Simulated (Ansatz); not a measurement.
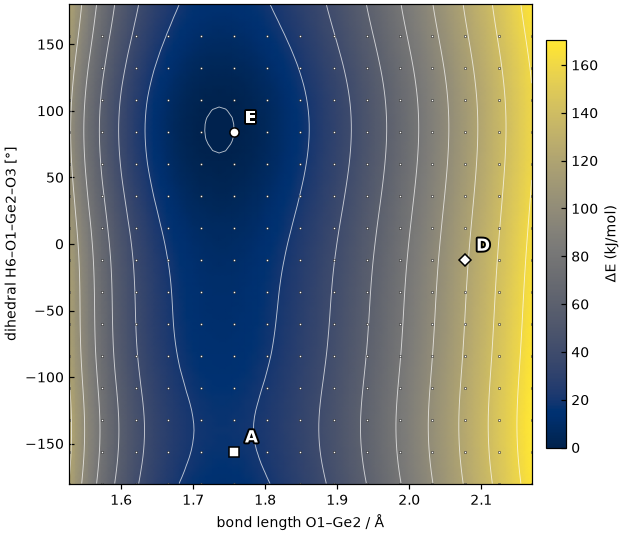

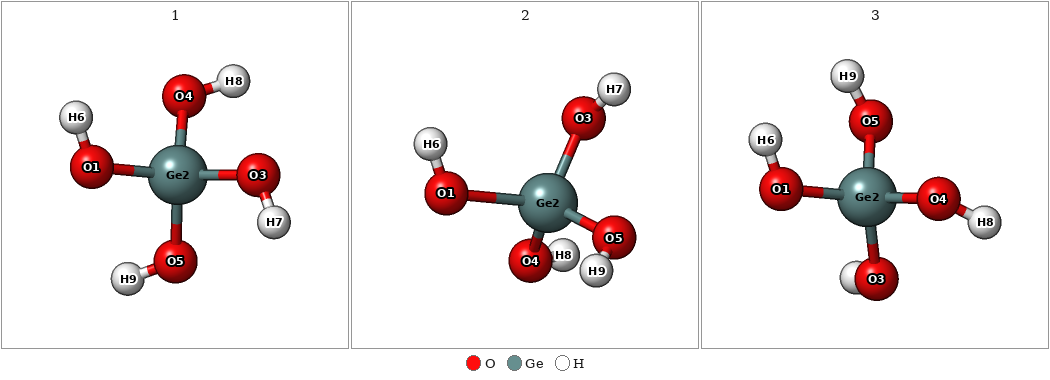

GeH₄O₄, SMILES [OH][Ge]([OH])([OH])[OH]. 
- First axis: bond length O1–Ge2. Second axis: dihedral H6–O1–Ge2–O3.
- Nothing is relaxed (all other coordinates rigid).
- The scan uses a 15 × 15 grid.
- Points are written as (first, second).
- All energies are given in kJ/mol relative to the lowest grid point.
- Computed with RHF/def2-SVP (Ansatz 0.2.0).

Drawn: a smooth colour map with a few white contour lines, dots at the grid points, lettered points. Between grid points the surface is interpolated. The numbered pictures are the structures at these points, in random order.

Q: Which structure belongs to which point?

A: A is structure 3: (1.757 Å, −156°), 17 kJ/mol; D is structure 2: (2.078 Å, −12°), 118 kJ/mol; E is structure 1: (1.757 Å, 84°), 0 kJ/mol.
